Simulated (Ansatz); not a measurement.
# Abstraction of H: CH8O2Si2 + CHClI → CH7O2Si2 + CH2ClI

Species: CH8O2Si2 `CO[SiH](O)[SiH3]`, singlet; CHClI `Cl[CH]I`, doublet; CH7O2Si2 `CO[Si](O)[SiH3]`, doublet; CH2ClI (chloroiodomethane) `ClCI`, singlet. A radical takes H: the energy is the difference in strength between the Si–H bond broken and the C–H bond made.

Shapes, held fixed at every level: PBE0-D4/def2-TZVP. Flexible molecules stand in one conformer, not always the lowest. Programs: Ansatz 0.2.0. Electronic energies: no zero-point or thermal term.

| level | kind | ΔE (kJ/mol) | less CCSD(T)/def2-TZVPP |
| --- | --- | --- | --- |
| HF/def2-TZVPP | Hartree–Fock | -12.1 | +16.0 |
| PBE-D4/def2-TZVPP | GGA | -38.4 | -10.3 |
| PBE0-D4/def2-TZVPP | global hybrid | -33.7 | -5.6 |
| wB97X-V/def2-TZVPP | range-separated hybrid | -25.4 | +2.7 |
| MP2/def2-TZVPP | perturbation theory | -40.0 | -11.9 |
| CCSD/def2-TZVPP | coupled cluster or CI | -25.5 | +2.6 |
| CCSD(T)/def2-TZVPP | coupled cluster or CI | -28.1 | 0.0 |

The highest level, CCSD(T)/def2-TZVPP, gives ΔE = -28.1 kJ/mol; the levels span -40.0 to -12.1. The column of differences is taken from that level and isn't an error. No measured value is set beside it here. Open shells run unrestricted unless RO is named. For atoms past krypton def2 sets carry core potentials with scalar relativity. Correlated rows may include outer-core shells of I, which these sets cover unevenly.

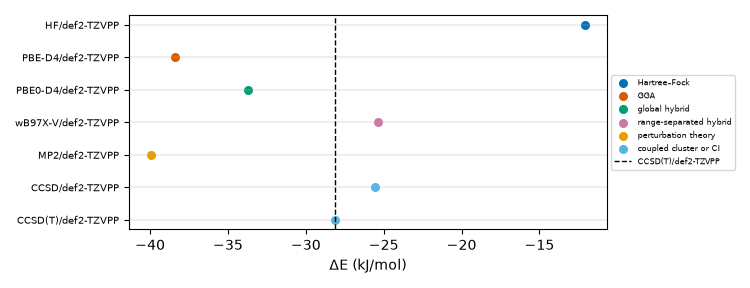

The values of the table, level by level.
